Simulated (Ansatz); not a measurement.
# CH8GeOSi: up Jacob's ladder to CCSD(T), part 2 of 2

Ansatz 0.2.0, Gaussian basis; functionals in def2-TZVPP, the program's frozen cores in correlated methods.

## (7) ωB97M-V (range-separated)

File in.yaml:

```yaml
crystal:
  periodic: [false, false, false]
  atoms:
    - {symbol: O, position_ang: [-2.613229, 0.262895, 0.538556]}
    - {symbol: Si, position_ang: [-0.984031, 0.384419, 0.776941]}
    - {symbol: C, position_ang: [-0.146800, -0.338341, -0.708147]}
    - {symbol: Ge, position_ang: [1.810497, -0.292721, -0.621067]}
    - {symbol: H, position_ang: [-3.190162, 0.598008, 1.225805]}
    - {symbol: H, position_ang: [-0.583578, 1.810115, 0.952617]}
    - {symbol: H, position_ang: [-0.576788, -0.351123, 2.008609]}
    - {symbol: H, position_ang: [-0.456330, -1.380233, -0.831238]}
    - {symbol: H, position_ang: [-0.459012, 0.205809, -1.604209]}
    - {symbol: H, position_ang: [2.308434, -1.097450, 0.591785]}
    - {symbol: H, position_ang: [2.404710, -0.904920, -1.901041]}
    - {symbol: H, position_ang: [2.304190, 1.158343, -0.489310]}
basis:
  gaussian: {orbitals: def2-TZVPP}
hamiltonian: {xc: {name: wB97M-V}}
output: {forces: true, orbitals: {seedname: orbitals}}
```

Run with:

```sh
ansatz run in.yaml --threads 4 --pin off --events-out ev --progress --plain --max-ram 10444MiB
```

The program printed:

```text
Functional definition: wB97M-V
  name "wB97M-V"
  cite "Mardirossian & Head-Gordon, J. Chem. Phys. 144, 214110 (2016) doi:10.1063/1.4952647"
  cite "Becke, J. Chem. Phys. 107, 8554 (1997) doi:10.1063/1.475007"
  cite "Vydrov & Van Voorhis, J. Chem. Phys. 133, 244103 (2010) doi:10.1063/1.3521275"
  # Of w^i u^j: cxij and so on, Table III.
  parameter omega = 0.3/bohr
  parameter cx = 0.15
  parameter cx01 = 1.007
  parameter cx10 = 0.259
  parameter css00 = 0.443
  parameter css04 = -1.437
  parameter css10 = -4.535
  parameter css20 = -3.390
  parameter css43 = 4.278
  parameter cos00 = 1.000
  parameter cos10 = 1.358
  parameter cos20 = 2.924
  parameter cos21 = -8.812
  parameter cos60 = -1.390
  parameter cos61 = 9.142
  parameter b = 6.0
  parameter c = 0.01
  gx(w, u) = 1 - cx + cx01*u + cx10*w
  gss(w, u) = css00 + css04*u^4 + css10*w + css20*w^2 + css43*w^4*u^3
  gos(w, u) = cos00 + cos10*w + (cos20 + cos21*u)*w^2 + (cos60 + cos61*u)*w^6
  exchange = spin_sum(e_x_unif_sr(omega)*gx(b97_w, b97_u_x)) + cx*exact_x_sr(omega) + exact_x_lr(omega)
  correlation = spin_sum(e_c_pw_mod_same_spin*gss(b97_w, b97_u_same))
      + integral(e_c_pw_mod_opposite_spin*gos(b97_w_opposite, b97_u_opposite)) + vv10(b, c)
1480 factors; their error is unknown
347 factors; integrals over basis functions are off by at most 1.0e-5 eV
mean field evaluation 1: about -67601.5176 eV, gradient 6.0e1 eV
mean field evaluation 2: about -67601.0907 eV, gradient 6.3e1 eV
mean field evaluation 4: about -67607.7278 eV, gradient 2.6e0 eV
mean field evaluation 8: about -67607.7515 eV, gradient 1.4e-1 eV
mean field evaluation 16: about -67607.9105 eV, gradient 5.7e-5 eV
mean field -67607.91045147 eV, -2484.5448828039 hartree, gradient 2.2e-5 eV, S^2 0.000000; 0 other end points of the search recorded, 0 dependent functions left out
the calculation of the forces begins
reference -67607.91050682 eV, -2484.5448848381 hartree; 34, 34 occupied and 230, 230 virtual orbitals, 1480 factors
Total energy: -67607.91050682 eV, -2484.5448848381 hartree
Atom 0 at    -2.613229     0.262895     0.538556 Å, force    -0.094311     0.017051     0.035561 eV/Å
Atom 1 at    -0.984031     0.384419     0.776941 Å, force     0.200026     0.054334     0.109325 eV/Å
Atom 2 at    -0.146800    -0.338341    -0.708147 Å, force    -0.027684    -0.014854    -0.030559 eV/Å
Atom 3 at     1.810497    -0.292721    -0.621067 Å, force     0.099055    -0.005374    -0.011466 eV/Å
Atom 4 at    -3.190162     0.598008     1.225805 Å, force    -0.001389    -0.018963    -0.038433 eV/Å
Atom 5 at    -0.583578     1.810115     0.952617 Å, force    -0.038791    -0.151226    -0.018621 eV/Å
Atom 6 at    -0.576788    -0.351123     2.008609 Å, force    -0.039368     0.077903    -0.130611 eV/Å
Atom 7 at    -0.456330    -1.380233    -0.831238 Å, force     0.015388     0.077252     0.008190 eV/Å
Atom 8 at    -0.459012     0.205809    -1.604209 Å, force     0.015735    -0.041017     0.065842 eV/Å
Atom 9 at     2.308434    -1.097450     0.591785 Å, force    -0.040860     0.058360    -0.082845 eV/Å
Atom 10 at     2.404710    -0.904920    -1.901041 Å, force    -0.047381     0.047773     0.100125 eV/Å
Atom 11 at     2.304190     1.158343    -0.489310 Å, force    -0.040420    -0.101237    -0.006508 eV/Å
Dipole moment:    -0.126963     0.042080     0.085803 e Å
```

It took 11 s on 4 threads of AMD EPYC 7B13, shared host; peak memory 1.1 GiB.

Atomisation energy: 947.6 kcal/mol (free atoms -67566.820 eV, run apart). HOMO -10.86 eV, LUMO 1.78 eV.

## (8) B2PLYP (double hybrid)

Edit in.yaml of step 7 so:

```diff
@@ -17,3 +17,2 @@
   gaussian: {orbitals: def2-TZVPP}
-hamiltonian: {xc: {name: wB97M-V}}
-output: {forces: true, orbitals: {seedname: orbitals}}
+hamiltonian: {xc: {name: B2PLYP}}
```

Same command.

The program printed:

```text
Functional definition: B2PLYP
  name "B2PLYP"
  cite "Grimme, J. Chem. Phys. 124, 034108 (2006) doi:10.1063/1.2148954"
  cite "Becke, Phys. Rev. A 38, 3098 (1988) doi:10.1103/PhysRevA.38.3098"
  cite "Lee, Yang & Parr, Phys. Rev. B 37, 785 (1988) doi:10.1103/PhysRevB.37.785"
  parameter a = 0.53
  parameter c = 0.27
  exchange = (1 - a)*b88_x + a*exact_x
  correlation = (1 - c)*lyp_c + c*(mp2_os + mp2_ss)
1553 factors; integrals over basis functions are off by at most 1.2e-3 eV
mean field evaluation 1: about -67583.9263 eV, gradient 5.9e1 eV
mean field evaluation 2: about -67584.0362 eV, gradient 5.9e1 eV
mean field evaluation 4: about -67590.2333 eV, gradient 5.5e0 eV
mean field evaluation 8: about -67590.2971 eV, gradient 3.3e-1 eV
mean field evaluation 16: about -67590.2973 eV, gradient 8.8e-5 eV
mean field -67590.29733384 eV, -2483.8976126695 hartree, gradient 4.5e-6 eV, S^2 0.000000; 0 other end points of the search recorded, 0 dependent functions left out
16 core orbitals not correlated: weight in the atoms' cores, before any rotation towards them, 1.000 or more for the frozen orbitals, at most 0.000 for the correlated occupied ones
reference -67590.29752028 eV, -2483.8976195210 hartree; 18, 18 occupied and 230, 230 virtual orbitals, 1553 factors
second order -26.74785252 eV of doubles, -0.00000000 eV of singles
Total energy: -67597.51944046 eV, -2484.1630201924 hartree
```

It took 5.5 s on 4 threads of AMD EPYC 7B13, shared host; peak memory 0.75 GiB.

With the free atoms at this level, -67556.935 eV in sum, the atomisation energy is 935.9 kcal/mol.

## (9) Frontier levels by functional

Dipoles come from the runs that computed forces. Levels, from each run's orbital file:

```
functional  HOMO (eV)  LUMO (eV)  gap (eV)  dipole (D)
    PBE-D4      -7.03      -0.66      6.37        0.76
 r2SCAN-D4      -7.40      -0.20      7.19        0.79
   PBE0-D4      -8.53       0.19      8.72            
  B3LYP-D4      -8.33      -0.08      8.25        0.78
   ωB97X-V     -11.01       2.14     13.15            
   ωB97M-V     -10.86       1.78     12.64        0.76
```

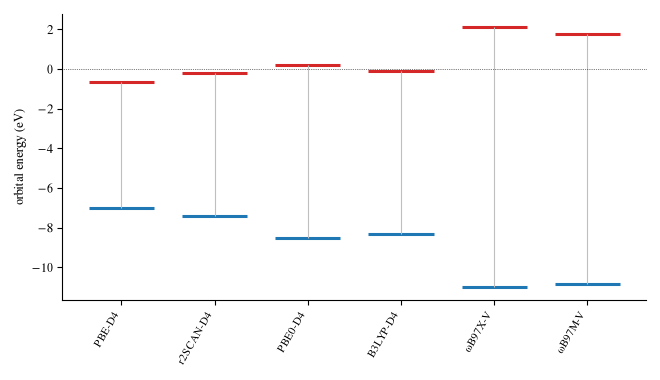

Highest occupied (blue) and lowest empty (red) level by functional.

## (10) CCSD(T) in def2-TZVPP

Edit in.yaml of step 8 so:

```diff
@@ -17,2 +17,2 @@
   gaussian: {orbitals: def2-TZVPP}
-hamiltonian: {xc: {name: B2PLYP}}
+correlation: {method: ccsd_t}
```

Launched as before.

The program printed:

```text
Functional definition: HF
  name "HF"
  cite "Fock, Z. Phys. 61, 126 (1930) doi:10.1007/BF01340294"
  parent pbe
  exchange = exact_x
  correlation = 0
1553 factors; integrals over basis functions are off by at most 1.2e-3 eV
mean field evaluation 1: about -67528.9622 eV, gradient 4.3e1 eV
mean field evaluation 2: about -67529.1584 eV, gradient 4.3e1 eV
mean field evaluation 4: about -67533.1918 eV, gradient 3.9e0 eV
mean field evaluation 8: about -67533.2529 eV, gradient 2.1e-1 eV
mean field evaluation 16: about -67531.8018 eV, gradient 2.6e1 eV
mean field -67533.25312966 eV, -2481.8012768321 hartree, gradient 5.7e-6 eV, S^2 0.000000; 0 other end points of the search recorded, 0 dependent functions left out
16 core orbitals not correlated: weight in the atoms' cores, before any rotation towards them, 1.000 or more for the frozen orbitals, at most 0.000 for the correlated occupied ones
reference -67533.25312966 eV, -2481.8012768321 hartree; 18, 18 occupied and 230, 230 virtual orbitals, 1553 factors
second order -22.08700557 eV of doubles, -0.00000000 eV of singles
cycle   1  -22.48678926 eV  change   -4.0e-1 eV  update   1.0e-1
cycle   2  -23.13905703 eV  change   -6.5e-1 eV  update   3.0e-2
cycle   3  -23.23626535 eV  change   -9.7e-2 eV  update   1.4e-2
cycle   4  -23.22556430 eV  change    1.1e-2 eV  update   3.1e-3
cycle   5  -23.22524872 eV  change    3.2e-4 eV  update   1.2e-3
cycle   6  -23.22518402 eV  change    6.5e-5 eV  update   3.2e-4
cycle   7  -23.22501832 eV  change    1.7e-4 eV  update   1.1e-4
cycle   8  -23.22501424 eV  change    4.1e-6 eV  update   3.4e-5
perturbative correction -0.81718836 eV, -0.0300311182 hartree
Total energy: -67557.29533227 eV, -2482.6848114813 hartree
```

It took 2.8 min on 4 threads of AMD EPYC 7B13, shared host; peak memory 6.4 GiB.

## (11) MP2 in def2-QZVPP

Edit in.yaml of step 10 so:

```diff
@@ -16,3 +16,3 @@
 basis:
-  gaussian: {orbitals: def2-TZVPP}
-correlation: {method: ccsd_t}
+  gaussian: {orbitals: "def2-QZVPP.json"}
+correlation: {method: mp2}
```

Launched as before.

The program printed:

```text
Functional definition: HF
  name "HF"
  cite "Fock, Z. Phys. 61, 126 (1930) doi:10.1007/BF01340294"
  parent pbe
  exchange = exact_x
  correlation = 0
3097 factors; integrals over basis functions are off by at most 8.9e-4 eV
mean field evaluation 1: about -67530.2689 eV, gradient 4.5e1 eV
mean field evaluation 2: about -67530.3758 eV, gradient 4.5e1 eV
mean field evaluation 4: about -67534.7486 eV, gradient 4.0e0 eV
mean field evaluation 8: about -67534.8103 eV, gradient 2.4e-1 eV
mean field -67534.81060290 eV, -2481.8585129176 hartree, gradient 2.9e-6 eV, S^2 0.000000; 0 other end points of the search recorded, 0 dependent functions left out
16 core orbitals not correlated: weight in the atoms' cores, before any rotation towards them, 1.000 or more for the frozen orbitals, at most 0.000 for the correlated occupied ones
reference -67534.81060290 eV, -2481.8585129176 hartree; 18, 18 occupied and 479, 479 virtual orbitals, 3097 factors
second order -30.36894910 eV of doubles, -0.00000000 eV of singles
Total energy: -67565.17955199 eV, -2482.9745512122 hartree
```

Wall time 22 s (4 threads of AMD EPYC 7B13, shared host); peak memory 3.5 GiB.

The pieces so far (eV):

```
     basis           HF  MP2 correlation  CCSD correlation      (T)              total
def2-TZVPP  -67533.2531         -22.0870          -23.2250  -0.8172        -67557.2953
def2-QZVPP  -67534.8106         -30.3689                             -67565.1796 (MP2)
```

The report of the def2-TZVPP run gives T1 = 0.0111.

## (12) The basis-set limit

This step is arithmetic on the last runs, with X = 3 and 4: exp(−7.88√X) for Hartree-Fock, X^−2.97 for correlation; only MP2 was run in the larger set, so CCSD(T) minus MP2 is added from the smaller one.

```
  level  energy at the limit (eV)
     HF               -67535.0251
    MP2               -67571.5288
   CCSD               -67572.6669
CCSD(T)               -67573.4840
```

This is no true limit for total energies: MP2 correlation changes by a factor of 1.37 from triple to quadruple zeta (about 1.07 in light molecules), because outer-core shells are correlated in sets not made for them. Much of that cancels between molecule and atoms or ions.

## (13) All levels against the reference

Atomisation energy = energies of 1 O, 1 Si, 1 C, 1 Ge, 8 H (separate runs, same level) minus the molecule's; electronic only, no spin-orbit term.

| method | rung | atoms, summed (eV) | atomisation energy (kcal/mol) | from CCSD(T)/CBS (kcal/mol) | time |
| --- | --- | --- | --- | --- | --- |
| PBE-D4 | GGA | -67555.728 | 945.3 | -8.0 | 2.4 s |
| r2SCAN-D4 | meta-GGA | -67569.561 | 948.3 | -5.0 | 4.2 s |
| PBE0-D4 | hybrid | -67558.713 | 937.9 | -15.4 | 3.1 s |
| B3LYP-D4 | hybrid | -67574.858 | 944.0 | -9.3 | 4.8 s |
| ωB97X-V | range-separated | -67564.647 | 952.9 | -0.4 | 7 s |
| ωB97M-V | range-separated | -67566.820 | 947.6 | -5.7 | 11 s |
| B2PLYP | double hybrid | -67556.935 | 935.9 | -17.4 | 5.5 s |
| HF/def2-TZVPP | wavefunction | -67502.699 | 704.6 | -248.7 |  |
| MP2/def2-TZVPP | wavefunction | -67514.834 | 934.1 | -19.2 |  |
| CCSD/def2-TZVPP | wavefunction | -67516.522 | 921.4 | -31.9 |  |
| CCSD(T)/def2-TZVPP | wavefunction | -67516.895 | 931.7 | -21.6 | 2.8 min |
| MP2/CBS | wavefunction | -67530.084 | 955.7 | +2.4 |  |
| CCSD(T)/CBS | wavefunction | -67532.145 | 953.3 | 0 | 3.2 min |

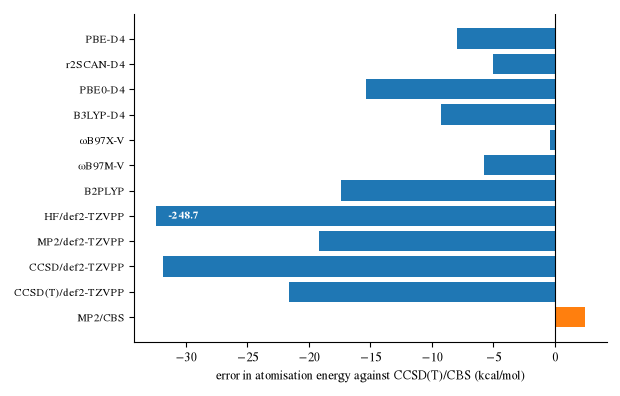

Deviations from CCSD(T)/CBS, method by method. Bars with a number in them are cut short.

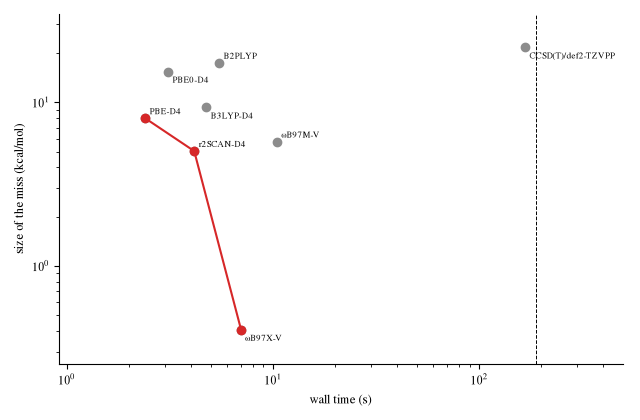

Accuracy for the time spent; red marks the levels that beat every quicker one drawn (of those quicker than the yardstick), and the dashed line is the time of CCSD(T)/CBS. Times are from a shared host.

B2PLYP carry no dispersion term (for B3LYP, D4 adds 9.1 kcal/mol).

Times are those of the molecule's run; HF, MP2 and CCSD come out of the CCSD(T) runs, and the limit's time is the sum of the runs that it needs.

## (14) Results

The summary covers parts 1 to 2.

| quantity | value |
| --- | --- |
| atomisation energy, CCSD(T)/CBS | 953.3 kcal/mol |
| functionals within 9.5 kcal/mol (1.0 %) | PBE-D4, r2SCAN-D4, B3LYP-D4, ωB97X-V, ωB97M-V |
| farthest | B2PLYP (-17.4 kcal/mol) |
| mean size of error, hybrid | 12.3 kcal/mol |
| mean size of error, range-separated | 3.1 kcal/mol |
| gap, smallest and largest | 6.37 eV (PBE-D4), 13.15 eV (ωB97X-V) |
| T1 diagnostic | 0.0111 |
| triples share of the correlation energy | 3.4 % |

PBE-D4 misses by -8.0 kcal/mol. Double hybrids carry the basis error of their MP2 part in triple zeta, and no dispersion term here, so their miss is partly the set-up's. Misses under about 9.5 kcal/mol are within the doubt on the reference itself, which lacks core-valence correlation, relativity and higher excitations, and its outer-core shells are covered unevenly. Hartree-Fock recovers 74 % of the binding; the rest is correlation. Orbital gaps span 6.4 to 13.2 eV; exact exchange widens them. Correlated methods include outer-core shells of Ge, which these sets cover unevenly.

ωB97X-V reaches 0.4 kcal/mol from the reference in 7 s, where CCSD(T)/CBS took 3.2 min; the quickest level in the cost chart, PBE-D4, takes 2.4 s and misses by 8.0 kcal/mol.
